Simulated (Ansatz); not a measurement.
# MoS2: a point defect seen from the nuclei (F on an S site), part 2 of 2

Wanted: the field gradients around F on an S site in MoS2, cell charge +1, before and after the neighbours move. The cell is a supercell built from an entry of the Crystallography Open Database (COD). Planned: a single point, then a relaxation.

Ansatz 0.2.0; DFT, PBE, plane-wave PAW, default files, scalar-relativistic.

## (3) Ions relaxed

input.yaml

```yaml
crystal:
  lattice:
    - [9.507, 0.0, 0.0]
    - [-4.7535, 8.2333035138, 0.0]
    - [0.0, 0.0, 12.324]
  atoms:
    - { symbol: Mo, position: [0.1111111111, 0.2222222222, 0.25] }
    - { symbol: Mo, position: [0.1111111111, 0.5555555556, 0.25] }
    - { symbol: Mo, position: [0.1111111111, 0.8888888889, 0.25] }
    - { symbol: Mo, position: [0.4444444444, 0.2222222222, 0.25] }
    - { symbol: Mo, position: [0.4444444444, 0.5555555556, 0.25] }
    - { symbol: Mo, position: [0.4444444444, 0.8888888889, 0.25] }
    - { symbol: Mo, position: [0.7777777778, 0.2222222222, 0.25] }
    - { symbol: Mo, position: [0.7777777778, 0.5555555556, 0.25] }
    - { symbol: Mo, position: [0.7777777778, 0.8888888889, 0.25] }
    - { symbol: Mo, position: [0.2222222222, 0.1111111111, 0.75] }
    - { symbol: Mo, position: [0.2222222222, 0.4444444444, 0.75] }
    - { symbol: Mo, position: [0.2222222222, 0.7777777778, 0.75] }
    - { symbol: Mo, position: [0.5555555556, 0.1111111111, 0.75] }
    - { symbol: Mo, position: [0.5555555556, 0.4444444444, 0.75] }
    - { symbol: Mo, position: [0.5555555556, 0.7777777778, 0.75] }
    - { symbol: Mo, position: [0.8888888889, 0.1111111111, 0.75] }
    - { symbol: Mo, position: [0.8888888889, 0.4444444444, 0.75] }
    - { symbol: Mo, position: [0.8888888889, 0.7777777778, 0.75] }
    - { symbol: F, position: [0.1111111111, 0.2222222222, 0.623] }
    - { symbol: S, position: [0.1111111111, 0.5555555556, 0.623] }
    - { symbol: S, position: [0.1111111111, 0.8888888889, 0.623] }
    - { symbol: S, position: [0.4444444444, 0.2222222222, 0.623] }
    - { symbol: S, position: [0.4444444444, 0.5555555556, 0.623] }
    - { symbol: S, position: [0.4444444444, 0.8888888889, 0.623] }
    - { symbol: S, position: [0.7777777778, 0.2222222222, 0.623] }
    - { symbol: S, position: [0.7777777778, 0.5555555556, 0.623] }
    - { symbol: S, position: [0.7777777778, 0.8888888889, 0.623] }
    - { symbol: S, position: [0.2222222222, 0.1111111111, 0.123] }
    - { symbol: S, position: [0.2222222222, 0.4444444444, 0.123] }
    - { symbol: S, position: [0.2222222222, 0.7777777778, 0.123] }
    - { symbol: S, position: [0.5555555556, 0.1111111111, 0.123] }
    - { symbol: S, position: [0.5555555556, 0.4444444444, 0.123] }
    - { symbol: S, position: [0.5555555556, 0.7777777778, 0.123] }
    - { symbol: S, position: [0.8888888889, 0.1111111111, 0.123] }
    - { symbol: S, position: [0.8888888889, 0.4444444444, 0.123] }
    - { symbol: S, position: [0.8888888889, 0.7777777778, 0.123] }
    - { symbol: S, position: [0.1111111111, 0.2222222222, 0.877] }
    - { symbol: S, position: [0.1111111111, 0.5555555556, 0.877] }
    - { symbol: S, position: [0.1111111111, 0.8888888889, 0.877] }
    - { symbol: S, position: [0.4444444444, 0.2222222222, 0.877] }
    - { symbol: S, position: [0.4444444444, 0.5555555556, 0.877] }
    - { symbol: S, position: [0.4444444444, 0.8888888889, 0.877] }
    - { symbol: S, position: [0.7777777778, 0.2222222222, 0.877] }
    - { symbol: S, position: [0.7777777778, 0.5555555556, 0.877] }
    - { symbol: S, position: [0.7777777778, 0.8888888889, 0.877] }
    - { symbol: S, position: [0.2222222222, 0.1111111111, 0.377] }
    - { symbol: S, position: [0.2222222222, 0.4444444444, 0.377] }
    - { symbol: S, position: [0.2222222222, 0.7777777778, 0.377] }
    - { symbol: S, position: [0.5555555556, 0.1111111111, 0.377] }
    - { symbol: S, position: [0.5555555556, 0.4444444444, 0.377] }
    - { symbol: S, position: [0.5555555556, 0.7777777778, 0.377] }
    - { symbol: S, position: [0.8888888889, 0.1111111111, 0.377] }
    - { symbol: S, position: [0.8888888889, 0.4444444444, 0.377] }
    - { symbol: S, position: [0.8888888889, 0.7777777778, 0.377] }
total_charge: 1
kpoints:
  mp_grid: { grid: [3, 3, 2] }
scf:
  occupations: { method: fermi_dirac, width: 0.01 }
hamiltonian:
  xc: pbe
  pseudopotentials: { kind: paw }
output:
  forces: true
  stress: true
  populations: true
  efg:
    quadrupole_moments_barn: { Mo: -0.022, S: -0.0694 }
    contact_densities: true
relax:
  f_tol: 0.03
  max_steps: 40
```

Launch:

```sh
ansatz run input.yaml --threads 4 --pin off --max-ram 8192MiB --backend cpu --events-out ev --progress --plain --runs-dir out
```

Standard output:

```text
[... 1 line left out ...]
Warning: RAYON_NUM_THREADS=4 ignored (pool sized by the plan → 4); use --threads N
Mo: output.efg is read without spin–orbit coupling, which moves field gradients at and beside such atoms by some per cent and up to a factor of two; PAW files take it under magnetization.noncollinear and magnetization.spin_orbit
Engine: ansatz 0.2.0, aarch64-unknown-linux-gnu
Pseudopotentials: kind: paw
Pseudopotential: Mo, paw, valence charge 14, recommended cutoff 420 eV (normal), Mo.paw.azcp
Pseudopotential: F, paw, valence charge 7, recommended cutoff 420 eV (normal), F.paw.azcp
Pseudopotential: S, paw, valence charge 6, recommended cutoff 420 eV (normal), S.paw.azcp
Functional definition: PBE
  parameter kappa = 0.804
  parameter beta = 0.06672455060314922
  exchange = pbe_x(kappa = kappa, mu = beta*pi^2/3)
  correlation = pbe_c(beta = beta)
Crystal: 54 atoms, lattice volume = 964.649 Å³
Basis set: ecut = 420 eV, 18809 PW (Γ), exchange–correlation on 128×128×180 points (8 copies of the dense FFT grid, shifted against one another)
Bands: 288, of which v1, the nominal top of the filled ones, is band 234 counted from 1 (233 counted from 0)
Symmetry: 6 space group operations
Space group: P3m1 (ITA 156), of the structure as read, at distance tolerance 9.9e-5 Å
k-points: 6 of 18 (time reversal used)
Non-local potential: Mo, projectors of the file, l = 0: 3, l = 1: 2, l = 2: 2, l = 3: 1
Non-local potential: F, projectors of the file, l = 0: 2, l = 1: 2, l = 2: 1
Non-local potential: S, projectors of the file, l = 0: 2, l = 1: 2, l = 2: 2
PAW form: soft (Blöchl's): semilocal exchange-correlation on the pseudo side does not see the compensation charge
PAW one-centre angular grid: Mo, 590 points (default); XC on 64 Gauss nodes
PAW one-centre angular grid: F, 110 points (default); XC on 64 Gauss nodes
PAW one-centre angular grid: S, 110 points (default); XC on 64 Gauss nodes
Initial density: superposition of atomic densities (neutral atoms scaled as one to the charged cell's electrons: chi_scale 0, normalization atom), corrected by the library's trained network
Initial wavefunctions: pseudopotential atomic-orbital guess
Functional: x = pbe(κ = 0.804, μ = 0.2195149727645171), c = pbe(β = 0.06672455060314922)
SCF iter   1: F=—  HF=-121644.996924 eV  |F-HF|=—  |Δ(HF+E_count)|=         —  Δρ=9.80e-3  dr2=2.27e0  ethr=1.77e-3  ⟨swp⟩=6.0  Hψ=6316  notcnv=0  defer=61
preconditioner: auto → Resta (q_TF=auto, 2.418 Å⁻¹)  ε∞=9.0  [insulator: Δε(μ)=0.573 eV  Ē_g=7.570 eV  σ=0.010 eV  W_gap=1.00  n_scr=224 (ndim 8)  ℏωp=21.5 eV  f_vac=0.021  D(μ)=0.00/eV (n_scr^D=0)  ε∞_Penn≈9.0]
SCF iter   2: F=—  HF=-121644.804898 eV  |F-HF|=—  |Δ(HF+E_count)|=   1.92e-1  Δρ=4.93e-3  dr2=3.79e-1  ethr=4.85e-4  ⟨swp⟩=2.0  Hψ=2114  notcnv=0  defer=286
SCF iter   3: F=—  HF=-121644.781995 eV  |F-HF|=—  |Δ(HF+E_count)|=   2.29e-2  Δρ=2.44e-3  dr2=1.70e-1  ethr=8.09e-5  ⟨swp⟩=3.0  Hψ=2221  notcnv=0  defer=286
SCF iter   4: F=—  HF=-121644.781323 eV  |F-HF|=—  |Δ(HF+E_count)|=   6.71e-4  Δρ=2.58e-3  dr2=2.04e-1  ethr=3.62e-5  ⟨swp⟩=3.7  Hψ=2274  notcnv=0  defer=286
SCF iter   5: F=—  HF=-121644.758135 eV  |F-HF|=—  |Δ(HF+E_count)|=   2.32e-2  Δρ=5.63e-4  dr2=1.24e-2  ethr=3.62e-5  ⟨swp⟩=2.5  Hψ=2038  notcnv=0  defer=286
SCF iter   6: F=—  HF=-121644.757744 eV  |F-HF|=—  |Δ(HF+E_count)|=   3.92e-4  Δρ=5.33e-4  dr2=3.16e-3  ethr=2.66e-6  ⟨swp⟩=2.0  Hψ=2584  notcnv=0  defer=290
SCF iter   7: F=—  HF=-121644.757193 eV  |F-HF|=—  |Δ(HF+E_count)|=   5.51e-4  Δρ=1.67e-4  dr2=3.83e-4  ethr=6.76e-7  ⟨swp⟩=2.0  Hψ=2480  notcnv=0  defer=290
SCF iter   8: F=—  HF=-121644.757195 eV  |F-HF|=—  |Δ(HF+E_count)|=   1.67e-6  Δρ=6.83e-5  dr2=8.12e-5  ethr=8.19e-8  ⟨swp⟩=2.0  Hψ=2456  notcnv=0  defer=290
SCF iter   9: F=—  HF=-121644.757211 eV  |F-HF|=—  |Δ(HF+E_count)|=   1.62e-5  Δρ=5.34e-5  dr2=4.57e-5  ethr=4.81e-9  ⟨swp⟩=4.0  Hψ=5433  notcnv=0
SCF iter  10: F=-121644.757211 eV  HF=-121644.757211 eV  |F-HF|=1.50e-7  |Δ(HF+E_count)|=   9.60e-8  Δρ=1.36e-5  dr2=3.54e-6  ethr=4.81e-9  ⟨swp⟩=2.0  Hψ=5063  notcnv=0
[... 92 lines left out ...]
            electrostatic potential = -1636.733366 V   contact ρ = 19771.216226 e/Å³
  atom  31  S  V_zz =    -5.232034   η = 0.0052   by run symmetry: allowed   C_q = +8.7798 MHz
            electrostatic potential = -1636.733366 V   contact ρ = 19771.216226 e/Å³
  atom  32  S  V_zz =    -5.182748   η = 0.0051   by run symmetry: allowed   C_q = +8.6971 MHz
            electrostatic potential = -1636.725870 V   contact ρ = 19771.197734 e/Å³
  atom  33  S  V_zz =    -5.232034   η = 0.0052   by run symmetry: allowed   C_q = +8.7798 MHz
            electrostatic potential = -1636.733366 V   contact ρ = 19771.216226 e/Å³
  atom  34  S  V_zz =    -5.171851   η = 0.0090   by run symmetry: allowed   C_q = +8.6788 MHz
            electrostatic potential = -1636.729500 V   contact ρ = 19771.196545 e/Å³
  atom  35  S  V_zz =    -5.182748   η = 0.0051   by run symmetry: allowed   C_q = +8.6971 MHz
            electrostatic potential = -1636.725870 V   contact ρ = 19771.197734 e/Å³
  atom  36  S  V_zz =    -5.182748   η = 0.0051   by run symmetry: allowed   C_q = +8.6971 MHz
            electrostatic potential = -1636.725870 V   contact ρ = 19771.197734 e/Å³
  atom  37  S  V_zz =    -6.004507   η = 0.0000   by run symmetry: allowed   C_q = +10.0761 MHz
            electrostatic potential = -1636.269193 V   contact ρ = 19771.615878 e/Å³
  atom  38  S  V_zz =    -5.992540   η = 0.3356   by run symmetry: allowed   C_q = +10.0560 MHz
            electrostatic potential = -1636.167022 V   contact ρ = 19772.096748 e/Å³
  atom  39  S  V_zz =    -5.992540   η = 0.3356   by run symmetry: allowed   C_q = +10.0560 MHz
            electrostatic potential = -1636.167022 V   contact ρ = 19772.096748 e/Å³
  atom  40  S  V_zz =    -5.992540   η = 0.3356   by run symmetry: allowed   C_q = +10.0560 MHz
            electrostatic potential = -1636.167022 V   contact ρ = 19772.096748 e/Å³
  atom  41  S  V_zz =    -5.992540   η = 0.3356   by run symmetry: allowed   C_q = +10.0560 MHz
            electrostatic potential = -1636.167022 V   contact ρ = 19772.096748 e/Å³
  atom  42  S  V_zz =    -5.369771   η = 0.0000   by run symmetry: allowed   C_q = +9.0109 MHz
            electrostatic potential = -1636.268708 V   contact ρ = 19772.000738 e/Å³
  atom  43  S  V_zz =    -5.992540   η = 0.3356   by run symmetry: allowed   C_q = +10.0560 MHz
            electrostatic potential = -1636.167022 V   contact ρ = 19772.096748 e/Å³
  atom  44  S  V_zz =    -5.518748   η = 0.0000   by run symmetry: allowed   C_q = +9.2609 MHz
            electrostatic potential = -1636.324551 V   contact ρ = 19771.721238 e/Å³
  atom  45  S  V_zz =    -5.992540   η = 0.3356   by run symmetry: allowed   C_q = +10.0560 MHz
            electrostatic potential = -1636.167022 V   contact ρ = 19772.096748 e/Å³
  atom  46  S  V_zz =    -5.323047   η = 0.0088   by run symmetry: allowed   C_q = +8.9325 MHz
            electrostatic potential = -1636.740316 V   contact ρ = 19771.209974 e/Å³
  atom  47  S  V_zz =    -5.323047   η = 0.0088   by run symmetry: allowed   C_q = +8.9325 MHz
            electrostatic potential = -1636.740316 V   contact ρ = 19771.209974 e/Å³
  atom  48  S  V_zz =    -5.145093   η = 0.0044   by run symmetry: allowed   C_q = +8.6339 MHz
            electrostatic potential = -1636.723202 V   contact ρ = 19771.186880 e/Å³
  atom  49  S  V_zz =    -5.145093   η = 0.0044   by run symmetry: allowed   C_q = +8.6339 MHz
            electrostatic potential = -1636.723202 V   contact ρ = 19771.186880 e/Å³
  atom  50  S  V_zz =    -5.099335   η = 0.0126   by run symmetry: allowed   C_q = +8.5571 MHz
            electrostatic potential = -1636.721918 V   contact ρ = 19771.218222 e/Å³
  atom  51  S  V_zz =    -5.145093   η = 0.0044   by run symmetry: allowed   C_q = +8.6339 MHz
            electrostatic potential = -1636.723202 V   contact ρ = 19771.186880 e/Å³
  atom  52  S  V_zz =    -5.323047   η = 0.0088   by run symmetry: allowed   C_q = +8.9325 MHz
            electrostatic potential = -1636.740316 V   contact ρ = 19771.209974 e/Å³
  atom  53  S  V_zz =    -5.099335   η = 0.0126   by run symmetry: allowed   C_q = +8.5571 MHz
            electrostatic potential = -1636.721918 V   contact ρ = 19771.218222 e/Å³
  atom  54  S  V_zz =    -5.099335   η = 0.0126   by run symmetry: allowed   C_q = +8.5571 MHz
            electrostatic potential = -1636.721918 V   contact ρ = 19771.218222 e/Å³
--- Band table (eV; the first three rows and the last of 6) ---
[... 4 lines left out ...]
--- Relaxed structure (6 steps of the walk, 5 accepted, 0 SCFs on fresh bases) ---
  F+E_penalty+E_count = -121645.17083167 eV   max|allowed force component| = 3.275e-3 eV/Å
  atoms:
[... 54 lines left out ...]
--- Löwdin populations: 54 sites ---
  site symbol       q [e]
[... 54 lines left out ...]
  spilling = 0.007554 (of n_electrons = 468.000000)
```

Run time: 8.5 min. Hardware: 4 threads of Arm Neoverse V1, shared host; peak memory 6 GiB.

Step by step:

```
        step  energy change (eV)  largest force component (eV/Å)
           1              0.0000                           2.089
           2             -0.3645                           0.713
           3             -0.4049                           0.246
4 (rejected)             -0.3968                           0.178
           5             -0.4134                           0.040
           6             -0.4136                           0.003
```

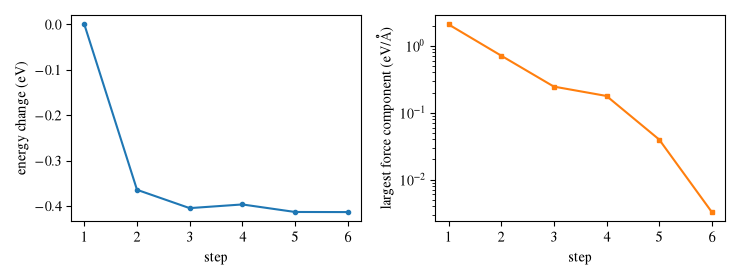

Energy and largest force component along the relaxation, rejected steps included.

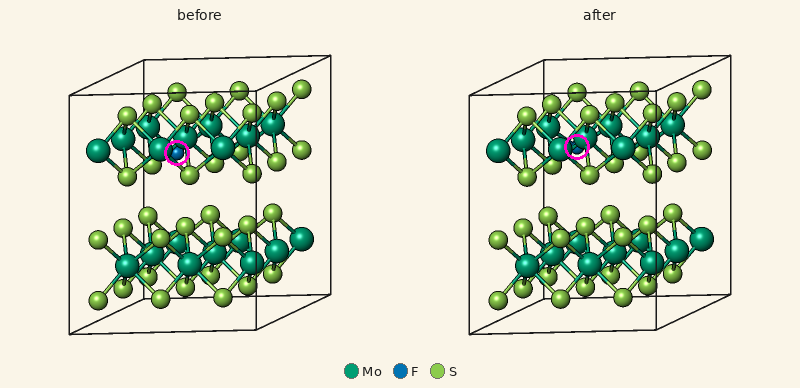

Before and after; atom 19 (F), which moved most, is ringed, with its images.

Atom 19 (F) moved farthest, 0.302 Å; the mean move was 0.020 Å.

At the end: gap on the mesh 0.51 eV, largest force 0.003 eV/Å, pressure 1.9 GPa.

Against step 2 (V_zz in 10²¹ V/m²; 10 of 21 rows, with the four largest changes of size):

```
site          atoms  V_zz, PBE  V_zz, PBE relaxed  η, PBE  η, PBE relaxed
   F             19       1.65              -3.77    0.00            0.00
Mo10     10, 11, 16      12.68              11.04    0.92            0.99
 S37             37      -4.54              -6.00    0.00            0.00
 S20  20, 21, 22, …      -4.57              -4.77    0.28            0.30
 S46     46, 47, 52      -5.31              -5.32    0.01            0.01
Mo14     14, 17, 18      -8.22              -8.12    0.02            0.03
 S38  38, 39, 40, …      -5.97              -5.99    0.42            0.34
 Mo1              1      -7.45              -7.57    0.00            0.00
 S50     50, 53, 54      -5.02              -5.10    0.01            0.01
 S26             26      -5.48              -5.78    0.00            0.00
```

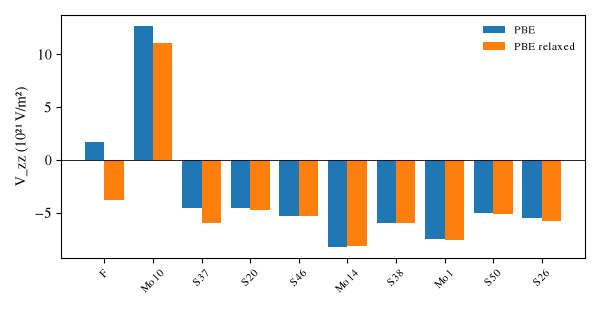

V_zz by site: PBE and PBE relaxed.

The printed gradients, by site: 11 of 21, those nearest the defect, the farthest of each element and the two largest gradients.

```
site              atoms  distance from the defect (Å)  V_zz (10²¹ V/m²)     η     C_Q (MHz)
   F                 19                          0.00             -3.77  0.00             –
Mo10         10, 11, 16                          2.22             11.04  0.99  -5.87 (⁹⁵Mo)
 S37                 37                          2.82             -6.00  0.00    10.1 (³³S)
 S20  20, 21, 22, 23, …                          3.16             -4.77  0.30    8.01 (³³S)
 S46         46, 47, 52                          3.80             -5.32  0.01    8.93 (³³S)
Mo14         14, 17, 18                          3.85             -8.12  0.03   4.32 (⁹⁵Mo)
 S38  38, 39, 40, 41, …                          4.24             -5.99  0.34    10.1 (³³S)
 Mo1                  1                          4.90             -7.57  0.00   4.03 (⁹⁵Mo)
 S50         50, 53, 54                          4.95             -5.10  0.01    8.56 (³³S)
 Mo8                  8                          7.36             -7.44  0.00   3.96 (⁹⁵Mo)
 S30         30, 31, 33                          7.61             -5.23  0.01    8.78 (³³S)
```

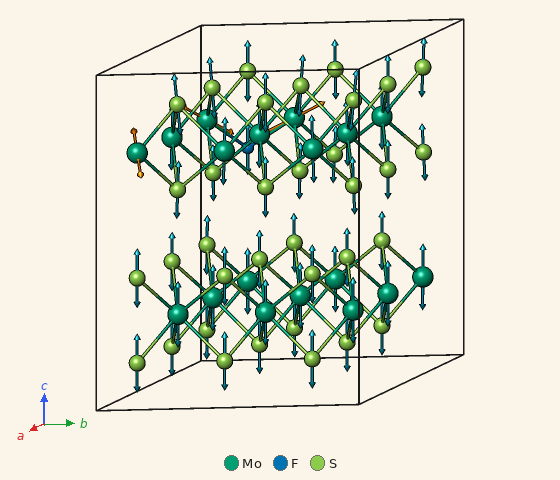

Double arrows mark the V_zz axes (orange positive, teal negative); their length grows with the root of |V_zz|.

The sizes of the gradients above 0.15 moved by 2.0 % in the median, over a factor of two at the site that moves most (small gradients counted from 0.15; F, 1.65 to -3.77), with a change of sign at F.

## (4) From gradients to spectra (values of step 3)

³³S (I = 3/2, Q = -69.40 mb) in zero field: pure quadrupole lines, for atoms at rest. Strengths are squared matrix elements for a powder, against the strongest line of the same site.

```
site  count  line (MHz)  strength
 S37      1        5.04      1.00
 S20      6        4.06      1.00
 S46      3        4.47      1.00
 S38      6        5.12      1.00
 S50      3        4.28      1.00
 S30      3        4.39      1.00
```

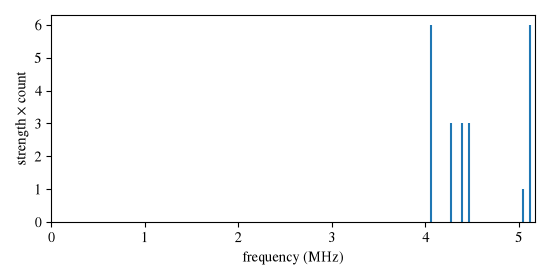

Stick spectrum of the ³³S quadrupole resonances of the sites tabulated.

## (5) Outcome

What follows sums up all 2 parts.

```
                            quantity                                                                                                                                                    value
                      state (step 3)                                                                                      gap on the mesh 0.51 eV, largest force 0.003 eV/Å, pressure 1.9 GPa
    V_zz by site, step 3 (10²¹ V/m²)                                                                F -3.77, Mo10 11.04, S37 -6.00, S20 -4.77, S46 -5.32, Mo14 -8.12, S38 -5.99, Mo1 -7.57, …
         largest C_Q in size, step 3                                                                                                                                     10.1 MHz, ³³S at S37
step 3 (ions relaxed) against step 2  2.0 % in the median, over a factor of two at the site that moves most (small gradients counted from 0.15; F, 1.65 to -3.77), with a change of sign at F
```

What this shows: The largest gradient sits at Mo10 (1 F at 2.22 Å, 5 S at 2.39–2.40 Å). The runs allow no spin. The relaxation kept the symmetry P3m1, so a distorted place of lower energy may have been missed. Relaxing moved atoms by up to 0.30 Å and single gradients by over a factor of two in size at the worst site (2.0 % in the median) (gradients over 0.15 counted), so at some sites the starting positions were a poor guide. The highest ³³S quadrupole line lies at 5.12 MHz, for nuclei at rest; thermal motion mostly lowers such lines a little. The defect repeats with the cell of 54 atoms, so it feels its images: sites between two images don't show the values beside a lone defect, and zeros or small values of η there can come from the images' arrangement. Mo and S carry a gradient in the pure host already, so the values there aren't the defect's effect alone. The relaxation keeps the site symmetry 3m of the start, so the impurity can move only along its axis; a start off the site could end lower. A uniform background compensates the cell's charge. The program warns that gradients near heavy atoms lack spin–orbit coupling.

The gaps are Kohn-Sham values of a semilocal functional, not quasiparticle or optical gaps. Such gaps usually fall short of the measured ones.
